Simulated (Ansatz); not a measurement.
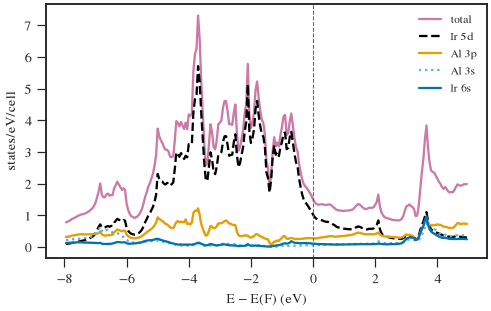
Figure. Total and projected density of states of AlIr in space group Cmcm (No. 63; Al on 4c, Ir on 4c), the program Ansatz at the PBE level (PAW)

### Question
Which orbitals carry the states next to the Fermi level?

### Answer
Within 0.5 eV of the Fermi level: Ir 5d 71 %, Al 3p 16 %, Ir 6s 6 %. Projections are on Löwdin-orthogonalised atomic valence shells; empty p or d shells of many metals are not among them.

### Question
Where is the tallest occupied peak in this window, and what makes it?

### Answer
Near -3.7 eV, about 7.3 states/eV per cell; the largest projected share is Ir 5d.

The start of the workflow was typed in or built on a structure type; neither database checked (COD, Materials Project) lists it. Whether it is the stable phase at ambient conditions was not checked. Symmetry was held in the PBE relaxation; whether a distortion lowers the energy is not shown. No spin polarisation was allowed. Scalar-relativistic: spin–orbit coupling is off unless named, which matters more the heavier the elements.

Potentials: the earlier of the program's two PAW sets.
